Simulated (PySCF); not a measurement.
# F3GaH3P (SMILES [F][Ga]([F])([F])<-[PH3]): what the fields show

```yaml
atoms:
  - { symbol: Ga, position_ang: [0.0113, -0.0034, -1.3893] }
  - { symbol: P, position_ang: [0.0311, -0.0249, 1.1065] }
  - { symbol: H, position_ang: [0.6942, 1.0437, 1.7533] }
  - { symbol: H, position_ang: [0.6149, -1.1335, 1.7626] }
  - { symbol: H, position_ang: [-1.2297, 0.0244, 1.7454] }
  - { symbol: F, position_ang: [1.7301, -0.0278, -1.7277] }
  - { symbol: F, position_ang: [-0.8287, 1.5144, -1.6426] }
  - { symbol: F, position_ang: [-0.8851, -1.4785, -1.6919] }
```

Geometry: PBE0-D3(BJ)/def2-SVP.

All numbers below come from PBE0/def2-SVPD, SCF density, gas phase in PySCF.

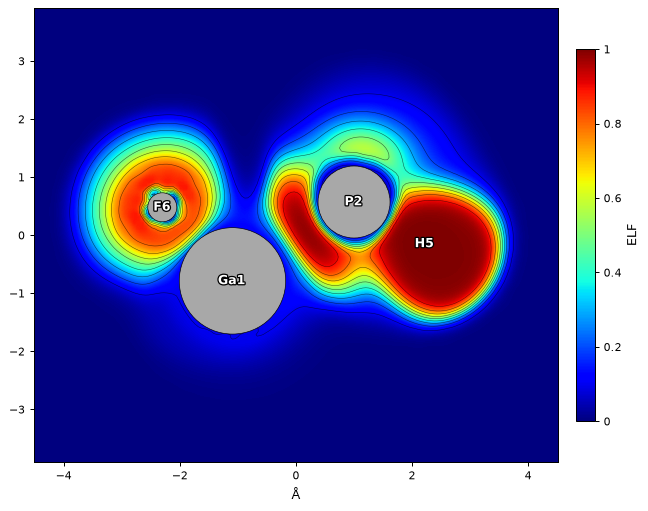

Figure 1. Electron localisation function on the plane of atoms Ga1, P2 and H5. Grey discs cover the atomic cores.

Question: Read the bonding off the picture.

Answer:
- The section cuts through Ga, P, H and F sites.
- Ga–F (1.75 Å): the ELF peaks at about 0.80 in the valence shell of F, 0.5 Å from its nucleus, and is about 0.15 at the midpoint.
- Ga–P (2.50 Å): the ELF peaks at about 1 between the atoms: a shared electron pair.
- P–H (1.41 Å): the ELF climbs to about 1 towards the hydrogen, as it does in any bond to H.
- The ELF also peaks beside F6, away from the bonds: lone-pair regions.

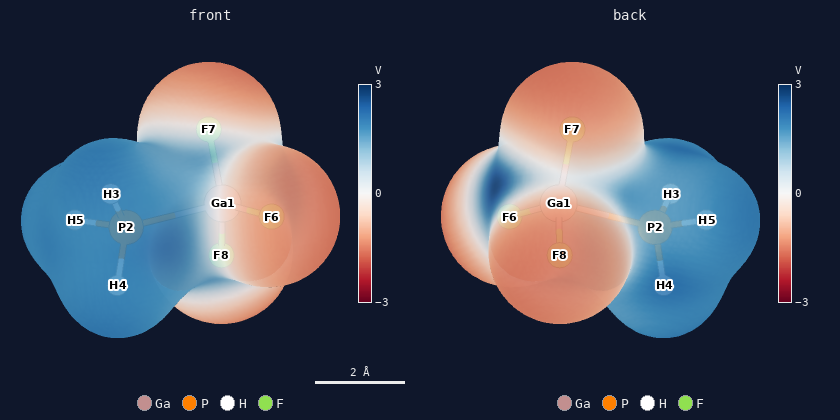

Figure 2. The electrostatic potential painted on the density surface at 0.002 e/bohr³, seen from the front and from behind; red is negative and blue positive.

Question: Describe the electrostatic potential map.

Answer: The most negative region (about −1.5 V) lies over F6, F7 and F8, the most positive (about +2.4 V) over Ga1.

Question: What dipole moment does the calculation give?

Answer: Its dipole moment is 6.49 D.
